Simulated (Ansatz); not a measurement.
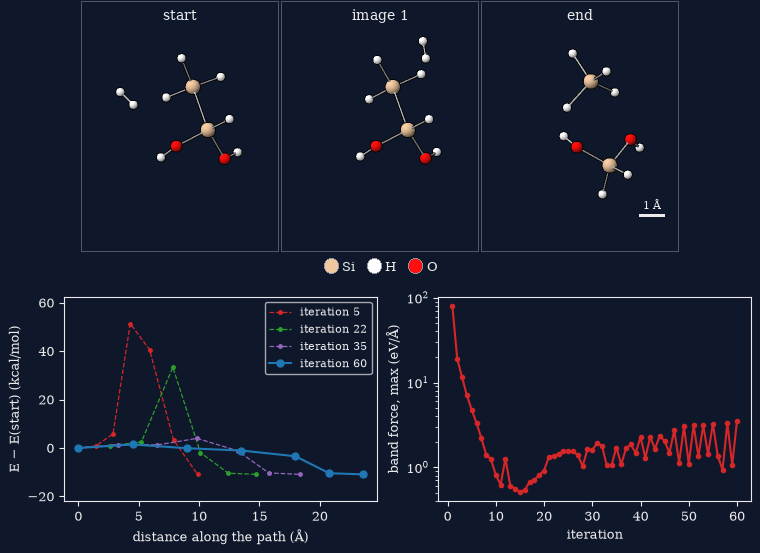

A search for the minimum-energy path of Si$_{2}$H$_{8}$O$_{2}$, made up at the start of Si₂H₆O₂ and H₂ by the nudged elastic band. Images are numbered from 0 (start) to 6 (end). The plot follows the band through its iterations. The picture is a ball-and-stick view, seen at a tilt.

All numbers below come from Ansatz, RKS B3LYP-D4/def2-SVP. Set-up: 5 movable images; climbing image; force threshold 0.05 eV/Å; iteration limit 60; starting path through a guess of the saddle point.

Question: How did the profile develop, and is the result final?

Answer: The result isn't final. The band hadn't converged when the run stopped after 60 iterations. The largest component of the band force went from 80 to 3.5 eV/Å. The barrier read from it is provisional, though the highest image hardly moved in the last two iterations. The first iteration put the highest image at 757.1 kcal/mol. The energy climbs by 1.5 kcal/mol to image 1 and then falls by 12.3 kcal/mol, so the end point sits at −10.9 kcal/mol.

Limits of the set-up: the start holds two separate molecules, 2.5 Å apart at their closest, whose relative position is a soft coordinate.
